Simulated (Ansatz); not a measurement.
# AlH₃O (triplet): from Hartree-Fock to the top rungs, cc-pVDZ

Aim: climb from Hartree-Fock through coupled cluster for AlH₃O (triplet) at one geometry and basis, and see what each rung misses.

Program: Ansatz 0.2.0, Gaussian basis. Level of theory: cc-pVDZ, core rule «outside noble gas», up to 6 orbitals frozen. These are calculated values, not measurements.

To be run: UHF; CCSD(T) on ROHF; CCSD(T) on UHF; BCCD(T) on ROHF; CISD; CCSDT(Q) on ROHF; CCSDT(Q) on UHF.

30 further runs of the same task are left out: 11 for a known fault of the program, 7 that didn't finish, 12 set aside as unsound or not needed.

**1. What is computed**

The geometry is a PBE0/def2-TZVP stationary point (not a proven minimum).

5 atoms, charge 0, spin multiplicity 3.

Atoms are counted from 1 here; the program's logs count them from 0.

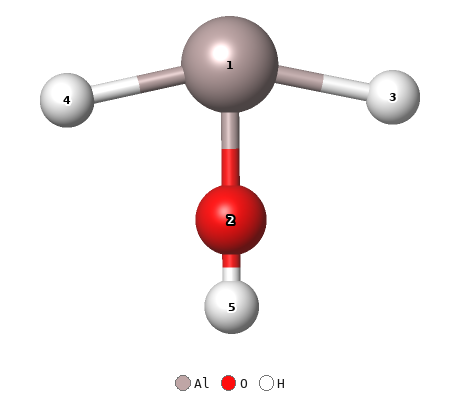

The geometry (aluminium light grey, oxygen red, hydrogen white); atoms are numbered from 1 in the order of the file.

In the tables R marks a restricted open-shell determinant and U an unrestricted one; energies count from the table's Hartree-Fock row.

**2. UHF**

File in.yaml:

```yaml
crystal:
  periodic: [false, false, false]
  atoms:
    - {symbol: Al, position_ang: [0.000000, 0.000000, 0.667829]}
    - {symbol: O, position_ang: [0.000000, 0.000000, -1.037569]}
    - {symbol: H, position_ang: [0.000000, 1.801583, 0.292106]}
    - {symbol: H, position_ang: [0.000000, -1.801583, 0.292106]}
    - {symbol: H, position_ang: [0.000000, 0.000000, -1.991619]}
basis:
  gaussian: {orbitals: cc-pVDZ}
magnetization: {spin_polarized: true, initial_magnetization: 2}
hamiltonian: {xc: hf}
output: {orbitals: {seedname: orbitals}}
```

Started as:

```sh
> ansatz run in.yaml --threads 1 --pin off --events-out ev --progress --plain --max-ram 2393MiB
```

Standard output:

```text
Functional definition: HF
  name "HF"
  cite "Fock, Z. Phys. 61, 126 (1930) doi:10.1007/BF01340294"
  parent pbe
  exchange = exact_x
  correlation = 0
437 factors; integrals over basis functions are off by at most 1.4e-3 eV
mean field evaluation 1: about -8661.1187 eV, gradient 2.2e1 eV
mean field evaluation 2: about -8661.1593 eV, gradient 2.2e1 eV
mean field evaluation 4: about -8663.4598 eV, gradient 2.3e0 eV
mean field evaluation 8: about -8663.5588 eV, gradient 6.2e-2 eV
mean field evaluation 16: about -8657.1872 eV, gradient 1.7e1 eV
mean field evaluation 32: about -8660.6663 eV, gradient 9.5e0 eV
mean field evaluation 64: about -8657.7140 eV, gradient 2.5e1 eV
mean field evaluation 96: about -8660.9809 eV, gradient 9.8e0 eV
mean field -8663.55887999 eV, -318.3799164685 hartree, gradient 2.9e-5 eV, S^2 2.052682; 0 other end points of the search recorded, 0 dependent functions left out
reference -8663.55887999 eV, -318.3799164685 hartree; 13, 11 occupied and 34, 36 virtual orbitals, 437 factors
Total energy: -8663.55887999 eV, -318.3799164685 hartree
```

Wall time 0.69 s (1 thread of Arm Neoverse V1, shared host).

From the report: ⟨S²⟩ of the determinant 2.053 (pure triplet: 2.00).

**3. CCSD(T) on ROHF**

in.yaml, as its differences from that of step 2:

```diff
@@ -10,4 +10,4 @@
   gaussian: {orbitals: cc-pVDZ}
-magnetization: {spin_polarized: true, initial_magnetization: 2}
-hamiltonian: {xc: hf}
-output: {orbitals: {seedname: orbitals}}
+magnetization: {spin_polarized: false, initial_magnetization: 2}
+correlation: {method: ccsd_t, electrons: outside_noble_gas}
+output: {forces: true}
```

Launched as before.

Standard output, shortened:

```text
Functional definition: HF
  name "HF"
  cite "Fock, Z. Phys. 61, 126 (1930) doi:10.1007/BF01340294"
  parent pbe
[...]
437 factors; integrals over basis functions are off by at most 1.4e-3 eV
[...]
mean field -8663.23885157 eV, -318.3681556408 hartree, gradient 1.8e-6 eV, S^2 2.000000; 9 other end points of the search recorded, 0 dependent functions left out
[...]
determinant -8663.23885157 eV, -318.3681556408 hartree, with singles and doubles -8671.11258414 eV, -318.6575099759 hartree
determinant -8661.36900562 eV, -318.2994400699 hartree, with singles and doubles -8669.16985910 eV, -318.5861161475 hartree
determinant -8661.26405537 eV, -318.2955832191 hartree, with singles and doubles -8668.12759877 eV, -318.5478137869 hartree
determinant -8660.97674973 eV, -318.2850249318 hartree, with singles and doubles -8668.97144973 eV, -318.5788247378 hartree
[...]
reference -8663.23885157 eV, -318.3681556408 hartree; 7, 5 occupied and 34, 36 virtual orbitals, 437 factors
second order -7.02897894 eV of doubles, -0.16256043 eV of singles
cycle   1  -7.87454203 eV  change   -8.1e-4 eV  update   3.4e-3
[...]
cycle  12  -7.87833062 eV  change   -1.8e-7 eV  update   2.3e-7
perturbative correction -0.22597175 eV, -0.0083043085 hartree
[...]
Total energy: -8671.34315393 eV, -318.6659832596 hartree
Atom 0 at     0.000000     0.000000     0.667829 Å, force     0.000000     0.000000     1.187677 eV/Å
Atom 1 at     0.000000     0.000000    -1.037569 Å, force    -0.000000    -0.000000    -0.721593 eV/Å
Atom 2 at     0.000000     1.801583     0.292106 Å, force     0.000000     0.219335    -0.045723 eV/Å
Atom 3 at     0.000000    -1.801583     0.292106 Å, force    -0.000000    -0.219335    -0.045723 eV/Å
Atom 4 at     0.000000     0.000000    -1.991619 Å, force    -0.000000    -0.000000    -0.374639 eV/Å
Dipole moment:    -0.000000    -0.000000    -0.395981 e Å
```

It took 7.5 s on 1 thread of Arm Neoverse V1, shared host.

From the report: correlation -8.1043 eV; T1 0.052; largest double amplitude 0.10.

**4. CCSD(T) on UHF**

in.yaml, as its differences from that of step 3:

```diff
@@ -10,3 +10,3 @@
   gaussian: {orbitals: cc-pVDZ}
-magnetization: {spin_polarized: false, initial_magnetization: 2}
+magnetization: {spin_polarized: true, initial_magnetization: 2}
 correlation: {method: ccsd_t, electrons: outside_noble_gas}
```

Launched as before.

Standard output, shortened:

```text
Functional definition: HF
  name "HF"
  cite "Fock, Z. Phys. 61, 126 (1930) doi:10.1007/BF01340294"
  parent pbe
[...]
437 factors; integrals over basis functions are off by at most 1.4e-3 eV
[...]
mean field -8663.55887999 eV, -318.3799164685 hartree, gradient 1.5e-6 eV, S^2 2.052682; 13 other end points of the search recorded, 0 dependent functions left out
determinant -8663.55887999 eV, -318.3799164685 hartree, with singles and doubles -8671.12702552 eV, -318.6580406868 hartree
determinant -8661.61894531 eV, -318.3086251838 hartree, with singles and doubles -8669.14414946 eV, -318.5851713356 hartree
determinant -8661.46969399 eV, -318.3031402991 hartree, with singles and doubles -8668.13435933 eV, -318.5480622331 hartree
determinant -8661.24827852 eV, -318.2950034307 hartree, with singles and doubles -8668.98676591 eV, -318.5793875971 hartree
[...]
reference -8663.55887999 eV, -318.3799164685 hartree; 7, 5 occupied and 34, 36 virtual orbitals, 437 factors
second order -6.94907311 eV of doubles, -0.00000000 eV of singles
cycle   1  -7.56908057 eV  change   -9.4e-4 eV  update   2.2e-3
[...]
cycle  12  -7.57070765 eV  change    2.3e-7 eV  update   1.4e-7
perturbative correction -0.21269048 eV, -0.0078162310 hartree
[...]
Total energy: -8671.34227812 eV, -318.6659510741 hartree
Atom 0 at     0.000000     0.000000     0.667829 Å, force     0.000000    -0.000000     1.165332 eV/Å
Atom 1 at     0.000000     0.000000    -1.037569 Å, force    -0.000000     0.000000    -0.710453 eV/Å
Atom 2 at     0.000000     1.801583     0.292106 Å, force     0.000000     0.247947    -0.045769 eV/Å
Atom 3 at     0.000000    -1.801583     0.292106 Å, force    -0.000000    -0.247947    -0.045769 eV/Å
Atom 4 at     0.000000     0.000000    -1.991619 Å, force     0.000000     0.000000    -0.363341 eV/Å
Dipole moment:    -0.000000     0.000000    -0.391326 e Å
```

It took 8 s on 1 thread of Arm Neoverse V1, shared host.

From the report: ⟨S²⟩ of the determinant 2.053 (pure triplet: 2.00); correlation -7.7834 eV; T1 0.025; largest double amplitude 0.09.

**5. BCCD(T) on ROHF**

in.yaml, as its differences from that of step 4:

```diff
@@ -10,4 +10,3 @@
   gaussian: {orbitals: cc-pVDZ}
-magnetization: {spin_polarized: true, initial_magnetization: 2}
-correlation: {method: ccsd_t, electrons: outside_noble_gas}
-output: {forces: true}
+magnetization: {spin_polarized: false, initial_magnetization: 2}
+correlation: {method: bccd_t, electrons: outside_noble_gas}
```

Same command.

Standard output, shortened:

```text
Functional definition: HF
  name "HF"
  cite "Fock, Z. Phys. 61, 126 (1930) doi:10.1007/BF01340294"
  parent pbe
[...]
437 factors; integrals over basis functions are off by at most 1.4e-3 eV
[...]
mean field -8663.23885157 eV, -318.3681556408 hartree, gradient 1.8e-6 eV, S^2 2.000000; 9 other end points of the search recorded, 0 dependent functions left out
[...]
determinant -8663.23885157 eV, -318.3681556408 hartree, with singles and doubles -8671.11258414 eV, -318.6575099759 hartree
determinant -8661.36900562 eV, -318.2994400699 hartree, with singles and doubles -8669.16985910 eV, -318.5861161475 hartree
determinant -8661.26405537 eV, -318.2955832191 hartree, with singles and doubles -8668.12759877 eV, -318.5478137869 hartree
determinant -8660.97674973 eV, -318.2850249318 hartree, with singles and doubles -8668.97144973 eV, -318.5788247378 hartree
determinant -8660.32604043 eV, -318.2611118061 hartree, with singles and doubles -8667.52082342 eV, -318.5255152039 hartree
6 core orbitals not correlated: weight in the atoms' cores, before any rotation towards them, 1.000 or more for the frozen orbitals, at most 0.000 for the correlated occupied ones
reference -8663.23885157 eV, -318.3681556408 hartree; 7, 5 occupied and 34, 36 virtual orbitals, 437 factors
second order -7.02897894 eV of doubles, -0.16256043 eV of singles
cycle   1  -7.86615602 eV  change    7.6e-3 eV  update   3.0e-2
[...]
cycle  13  -7.86608043 eV  change    1.2e-6 eV  update   2.7e-6
perturbative correction -0.23856412 eV, -0.0087670699 hartree
Total energy: -8671.34349612 eV, -318.6659958346 hartree
```

Wall time 4.9 s (1 thread of Arm Neoverse V1, shared host).

From the report: correlation -8.1046 eV; largest double amplitude 0.10.

**6. CISD**

in.yaml, as its differences from that of step 5:

```diff
@@ -11,2 +11,2 @@
 magnetization: {spin_polarized: false, initial_magnetization: 2}
-correlation: {method: bccd_t, electrons: outside_noble_gas}
+correlation: {active_space: {ras: {orbitals: [5, 2, 34], electrons: 12, max_holes: 2, max_particles: 2}, fixed_orbitals: true}}
```

Launched as before.

Standard output:

```text
Functional definition: HF
  name "HF"
  cite "Fock, Z. Phys. 61, 126 (1930) doi:10.1007/BF01340294"
  parent pbe
  exchange = exact_x
  correlation = 0
437 factors; integrals over basis functions are off by at most 1.4e-3 eV
mean field evaluation 1: about -8660.6711 eV, gradient 3.3e1 eV
mean field evaluation 2: about -8660.7079 eV, gradient 3.3e1 eV
mean field evaluation 4: about -8663.1036 eV, gradient 3.1e0 eV
mean field evaluation 8: about -8663.1745 eV, gradient 1.0e0 eV
mean field evaluation 16: about -8663.2389 eV, gradient 2.2e-5 eV
mean field evaluation 32: about -8661.4041 eV, gradient 1.0e0 eV
mean field evaluation 64: about -8661.2623 eV, gradient 4.4e-1 eV
mean field -8663.23885157 eV, -318.3681556408 hartree, gradient 1.8e-6 eV, S^2 2.000000; 6 other end points of the search recorded, 0 dependent functions left out
reference -8663.23885157 eV, -318.3681556408 hartree; 13, 11 occupied and 34, 36 virtual orbitals, 437 factors
state -8670.39591622 eV, -318.6311729155 hartree
Total energy: -8670.39591622 eV, -318.6311729155 hartree
```

It took 4.8 s on 1 thread of Arm Neoverse V1, shared host.

From the report: 67,480 determinants.

**7. CCSDT(Q) on ROHF**

in.yaml, as its differences from that of step 6:

```diff
@@ -11,2 +11,2 @@
 magnetization: {spin_polarized: false, initial_magnetization: 2}
-correlation: {active_space: {ras: {orbitals: [5, 2, 34], electrons: 12, max_holes: 2, max_particles: 2}, fixed_orbitals: true}}
+correlation: {method: ccsdt_q, electrons: outside_noble_gas}
```

Same command.

Standard output, shortened:

```text
Functional definition: HF
  name "HF"
  cite "Fock, Z. Phys. 61, 126 (1930) doi:10.1007/BF01340294"
  parent pbe
[...]
868 factors; integrals over basis functions are off by at most 2.4e-7 eV
[...]
mean field -8663.23912553 eV, -318.3681657087 hartree, gradient 1.8e-6 eV, S^2 2.000000; 9 other end points of the search recorded, 0 dependent functions left out
[...]
determinant -8663.23912553 eV, -318.3681657087 hartree, with singles and doubles -8671.11285926 eV, -318.6575200863 hartree
determinant -8661.36926390 eV, -318.2994495614 hartree, with singles and doubles -8669.17011885 eV, -318.5861256933 hartree
determinant -8661.26429830 eV, -318.2955921468 hartree, with singles and doubles -8668.12785859 eV, -318.5478233351 hartree
determinant -8660.97702569 eV, -318.2850350729 hartree, with singles and doubles -8668.97172982 eV, -318.5788350308 hartree
determinant -8660.32629072 eV, -318.2611210038 hartree, with singles and doubles -8667.52107106 eV, -318.5255243047 hartree
6 core orbitals not correlated: weight in the atoms' cores, before any rotation towards them, 1.000 or more for the frozen orbitals, at most 0.000 for the correlated occupied ones
reference -8663.23912553 eV, -318.3681657087 hartree; 7, 5 occupied and 34, 36 virtual orbitals, 868 factors
second order -7.02900954 eV of doubles, -0.16256011 eV of singles
cycle   1  -7.39084287 eV  change   -2.0e-1 eV  update   1.2e-1
[...]
cycle  19  -8.13159738 eV  change    1.1e-6 eV  update   8.4e-7
perturbative correction -0.02404871 eV, -0.0008837739 hartree
Total energy: -8671.39477161 eV, -318.6678801743 hartree
```

Wall time 52 s (1 thread of Arm Neoverse V1, shared host); peak memory 0.72 GiB.

From the report: correlation -8.1556 eV; T1 0.055; largest double amplitude 0.11.

**8. CCSDT(Q) on UHF**

in.yaml, as its differences from that of step 7:

```diff
@@ -10,3 +10,3 @@
   gaussian: {orbitals: cc-pVDZ}
-magnetization: {spin_polarized: false, initial_magnetization: 2}
+magnetization: {spin_polarized: true, initial_magnetization: 2}
 correlation: {method: ccsdt_q, electrons: outside_noble_gas}
```

The command is unchanged.

Standard output, shortened:

```text
Functional definition: HF
  name "HF"
  cite "Fock, Z. Phys. 61, 126 (1930) doi:10.1007/BF01340294"
  parent pbe
[...]
868 factors; integrals over basis functions are off by at most 2.4e-7 eV
[...]
mean field -8663.55915125 eV, -318.3799264370 hartree, gradient 1.5e-6 eV, S^2 2.052682; 13 other end points of the search recorded, 0 dependent functions left out
determinant -8663.55915125 eV, -318.3799264370 hartree, with singles and doubles -8671.12729895 eV, -318.6580507352 hartree
determinant -8661.61919578 eV, -318.3086343885 hartree, with singles and doubles -8669.14441029 eV, -318.5851809209 hartree
determinant -8661.46994012 eV, -318.3031493442 hartree, with singles and doubles -8668.13461963 eV, -318.5480717988 hartree
determinant -8661.24855440 eV, -318.2950135690 hartree, with singles and doubles -8668.98704574 eV, -318.5793978806 hartree
determinant -8660.66483611 eV, -318.2735623177 hartree, with singles and doubles -8667.52341412 eV, -318.5256104105 hartree
6 core orbitals not correlated: weight in the atoms' cores, before any rotation towards them, 1.000 or more for the frozen orbitals, at most 0.000 for the correlated occupied ones
reference -8663.55915125 eV, -318.3799264370 hartree; 7, 5 occupied and 34, 36 virtual orbitals, 868 factors
second order -6.94910347 eV of doubles, -0.00000000 eV of singles
cycle   1  -7.16005483 eV  change   -2.1e-1 eV  update   1.0e-1
[...]
cycle  18  -7.81159387 eV  change   -3.4e-7 eV  update   1.2e-6
perturbative correction -0.02743620 eV, -0.0010082619 hartree
Total energy: -8671.39818132 eV, -318.6680054787 hartree
```

Run time: 45 s. Hardware: 1 thread of Arm Neoverse V1, shared host; peak memory 0.57 GiB.

From the report: ⟨S²⟩ of the determinant 2.053 (pure triplet: 2.00); correlation -7.8390 eV; T1 0.026; largest double amplitude 0.11.

**9. All levels against the top one**

The yardstick is UCCSDT(Q), where the cluster series has nearly closed. Rows without a time come out of other runs: HF, MP2 and CCSD of CCSD(T), CCSDT of CCSDT(Q). The times of RCCSD(T), UCCSD(T) include forces.

Differences are taken before rounding.

```
   method  energy from the lowest RHF (kcal/mol)  from UCCSDT(Q) (kcal/mol)   time
      RHF                                   0.00                    +188.16       
      UHF                                  -7.38                    +180.78       
     RMP2                                -165.84                     +22.32       
     UMP2                                -167.63                     +20.53       
     CISD                                -165.05                     +23.11  4.8 s
    RCCSD                                -181.68                      +6.48       
    UCCSD                                -181.96                      +6.19       
 RCCSD(T)                                -186.89                      +1.27  7.5 s
 UCCSD(T)                                -186.87                      +1.29    8 s
  BCCD(T)                                -186.90                      +1.26  4.9 s
   RCCSDT                                -187.53                      +0.63       
   UCCSDT                                -187.53                      +0.63       
RCCSDT(Q)                                -188.08                      +0.08   52 s
UCCSDT(Q)                                -188.16                          0   45 s
```

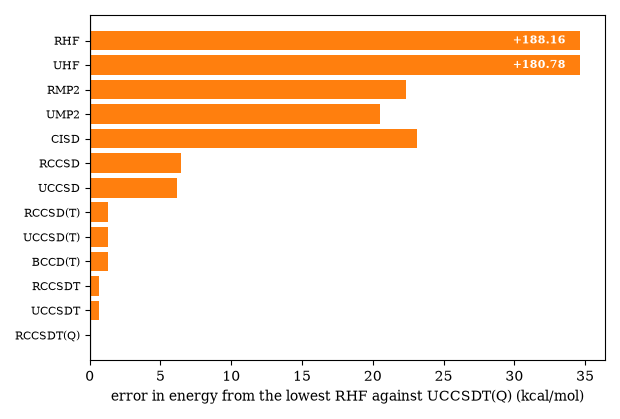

Error of each method against UCCSDT(Q). Bars with a number in them are cut short.

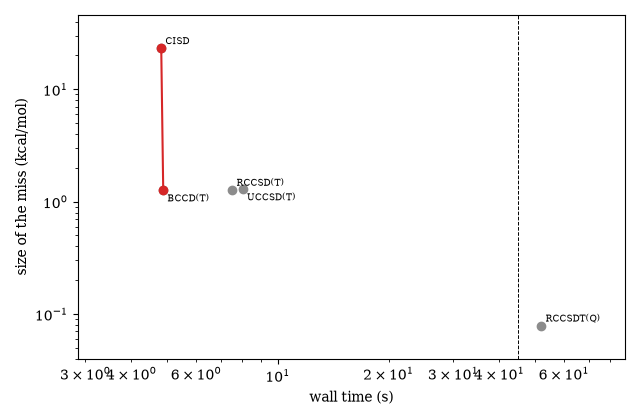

Accuracy for the time spent; red marks the levels that beat every quicker one drawn (of those quicker than the yardstick), and the dashed line is the time of UCCSDT(Q). Times are from a shared host.

With the free atoms at the same levels and basis (separate runs), the atomisation energy is 9.209 eV at UCCSDT(Q), 9.171 eV at RCCSD(T), 9.167 eV at UCCSD(T), 5.787 eV at RHF.

**10. Summary of results**

| quantity | value |
| --- | --- |
| UCCSDT(Q) below the RHF energy | -8.1593 eV |
| RMP2 from UCCSDT(Q) | +22.32 kcal/mol |
| UMP2 from UCCSDT(Q) | +20.53 kcal/mol |
| RCCSD from UCCSDT(Q) | +6.48 kcal/mol |
| RCCSD(T) from UCCSDT(Q) | +1.27 kcal/mol |
| UCCSD(T) from UCCSDT(Q) | +1.29 kcal/mol |
| RCCSDT(Q) from UCCSDT(Q) | +0.08 kcal/mol |
| levels within 1 kcal/mol (43 meV) | RCCSDT, UCCSDT, RCCSDT(Q) |
| T1 diagnostic | 0.052 |

What this shows: RCCSD(T) misses by +1.27 kcal/mol, 0.7 % of the correlation energy. These misses are within one basis, not against nature; the frozen cores of restricted and unrestricted runs differ, which can shift their rows.

BCCD(T) reaches 1.26 kcal/mol from the reference in 4.9 s, where UCCSDT(Q) took 45 s; the quickest level in the cost chart, CISD, takes 4.8 s and misses by 23.11 kcal/mol.
